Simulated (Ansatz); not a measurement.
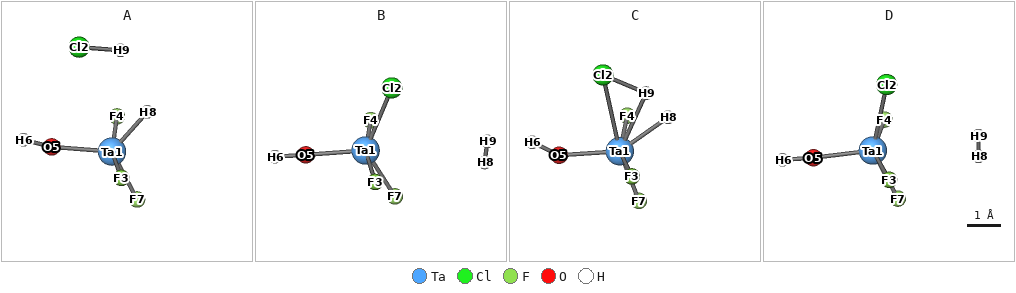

4 geometries from a converged minimum-energy path of TaH₃OClF₃, made up at the start of TaHOClF$_{3}$ and H2, shuffled. The picture is a ball-and-stick view, seen at a tilt.

Computed with Ansatz, RHF/def2-SVP. Run with 7 movable images; climbing image; force threshold 0.05 eV/Å; iteration limit 60; starting path through a guess of the saddle point.

Which frame is the top of the path?

Answer. C. In order along the path, whose images run from 0 to 8: B (image 0, 0.0 kJ/mol), D (image 1, +1.1 kJ/mol), C (image 5, +177.3 kJ/mol), A (image 7, +108.7 kJ/mol). Breaking: H8–H9 (0.75 → 1.09 at the top → 2.92 Å), Ta1–Cl2 (2.33 → 2.75 at the top → 4.40 Å). Forming: Cl2–H9 (3.50 → 1.48 at the top → 1.27 Å), Ta1–H8 (3.66 → 1.88 at the top → 1.75 Å).

Limits of the set-up: the start holds two separate molecules, 3.0 Å apart at their closest, whose relative position is a soft coordinate and is computed without a dispersion correction; Hartree-Fock leaves out electron correlation.

Cost: 3.9 min on 2 threads of Intel(R) Xeon(R) 6975P-C (Granite Rapids), on a shared host, peak memory 0.3 GiB.
